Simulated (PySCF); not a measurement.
# Excited-state calculation, with input and output: C4HF4N

C4HF4N, computed with TDDFT BHandHLYP/def2-SVPD, vertical, gas phase, core orbitals frozen in the response (PySCF 2.14.0).

Some settings of this run were made unusual or wrong on purpose. The geometry comes from this level: GFN2-xTB.

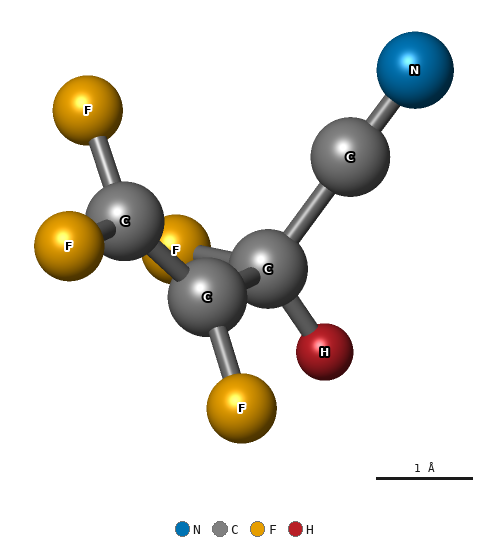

The structure as given in the input (ball-and-stick view, seen at a tilt).

### Input file
```
{"job": {"kind": "uv", "xc": "BHandHLYP", "basis": "def2-SVPD", "nstates": 1, "ntriplets": 5, "tda": false, "scf": {"conv": 1e-15, "aux": "sto-3g", "max_cycle": 95}}, "charge": 0, "multiplicity": 1}
N      0.690153     2.367585    -1.192877
C      0.675307     1.241749    -1.015718
C      0.663490    -0.197134    -0.769028
F     -0.095587    -0.832190    -1.722912
C      0.128461    -0.489659     0.612866
F      1.004892    -1.049456     1.460725
C     -1.117380    -0.242099     1.011130
F     -2.025456     0.317086     0.238730
F     -1.602102    -0.517119     2.202724
H      1.687105    -0.594108    -0.848167
```

The first line tells a small driver script what to run in PySCF; the rest is the geometry in Å.

Launch command:
```bash
OMP_NUM_THREADS=1 python <driver script> task.json out
```

### What the program printed
```
final grid: 107616 points
cycle   1  E = -609.1748128069  dE =  1.632e+00  |g| = 8.209e-01  |ddm| = 7.586e+00
cycle   2  E = -609.1966406803  dE = -2.183e-02  |g| = 8.213e-01  |ddm| = 2.596e+00
cycle   3  E = -609.3294056238  dE = -1.328e-01  |g| = 2.014e-01  |ddm| = 1.853e+00
cycle   4  E = -609.3373090373  dE = -7.903e-03  |g| = 7.296e-02  |ddm| = 4.346e-01
cycle   5  E = -609.3384636237  dE = -1.155e-03  |g| = 2.622e-02  |ddm| = 1.941e-01
cycle   6  E = -609.3386145046  dE = -1.509e-04  |g| = 3.420e-03  |ddm| = 5.000e-02
cycle   7  E = -609.3386179929  dE = -3.488e-06  |g| = 1.587e-03  |ddm| = 1.417e-02
cycle   8  E = -609.3386187059  dE = -7.130e-07  |g| = 4.945e-04  |ddm| = 4.449e-03
cycle   9  E = -609.3386187786  dE = -7.271e-08  |g| = 1.367e-04  |ddm| = 1.733e-03
cycle  10  E = -609.3386187897  dE = -1.103e-08  |g| = 6.133e-05  |ddm| = 5.923e-04
cycle  11  E = -609.3386187928  dE = -3.139e-09  |g| = 3.485e-05  |ddm| = 3.391e-04
cycle  12  E = -609.3386187938  dE = -9.809e-10  |g| = 2.101e-05  |ddm| = 1.570e-04
cycle  13  E = -609.3386187942  dE = -4.204e-10  |g| = 1.063e-05  |ddm| = 1.078e-04
cycle  14  E = -609.3386187943  dE = -9.982e-11  |g| = 3.187e-06  |ddm| = 7.153e-05
cycle  15  E = -609.3386187943  dE = -4.093e-12  |g| = 1.973e-06  |ddm| = 1.034e-05
cycle  16  E = -609.3386187943  dE =  9.095e-13  |g| = 4.849e-07  |ddm| = 6.089e-06
cycle  17  E = -609.3386187943  dE = -1.819e-12  |g| = 2.246e-07  |ddm| = 1.502e-06
cycle  18  E = -609.3386187943  dE = -1.137e-12  |g| = 5.729e-08  |ddm| = 1.002e-06
cycle  19  E = -609.3386187943  dE =  1.137e-12  |g| = 1.788e-08  |ddm| = 1.870e-07
cycle  20  E = -609.3386187943  dE =  0.000e+00  |g| = 9.346e-09  |ddm| = 3.966e-08
converged SCF energy = -609.3386187943

Static polarisability (au): isotropic 51.852, principal 42.651 52.843 60.060

Singlet excitations
state   eV       nm        f      main configurations
  1   6.6824    185.5   0.03757   H-1->L+1 0.27, H->L 0.21, H-2->L 0.18

Triplet excitations (Tamm-Dancoff, eV): 5.0819 7.0523 7.2110 7.2629 7.5388
```

### What the run reported

```tsv
quantity	value
outcome	converged
total energy	−609.338619 hartree
HOMO	−8.81 eV
LUMO	1.09 eV
dipole moment	2.10 D
mean polarisability	51.85 a.u.
lowest singlet excitation	6.68 eV
hardware	1 CPU thread, shared host
wall time	70 s
peak memory	0.49 GiB
```

Some settings of this run were drawn to be unusual or wrong. It converged; results that depend on the unusual settings are not reference values.
